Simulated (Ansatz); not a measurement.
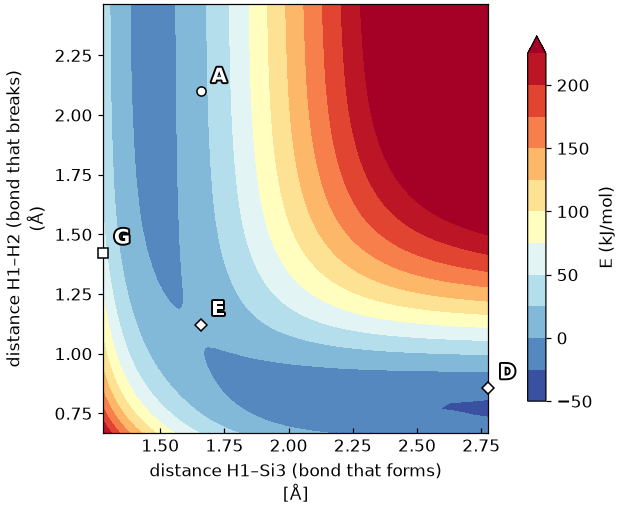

The reacting system F3H2Si (fragments H + H + F₃Si where the first distance is long, F₃HSi + H where the second is long), spin multiplicity 2. Coordinates scanned: (1) distance H1–Si3 (bond that forms); (2) distance H1–H2 (bond that breaks). Relaxed at each point: all other coordinates. The grid has 7 × 7 points. Points are written as (first, second). All energies are given in kJ/mol relative to a guessed transition structure relaxed with its forming and breaking bonds held. In part of the range the unrestricted reference is strongly spin-contaminated. Level of theory: UKS r2SCAN-D4/def2-SVP in Ansatz 0.2.0.

Drawn: filled contours, one colour for all values above the top of the scale, lettered points. Between grid points the surface is interpolated.

Q: Is A the lowest point of the computed grid?

A: No. A lies 36 kJ/mol above the lowest grid point, which is at (2.778 Å, 0.858 Å).

Q: Rank the lettered points by energy, lowest first.

A: D (−17 kJ/mol), E (1.6 kJ/mol), A (18 kJ/mol), G (58 kJ/mol).
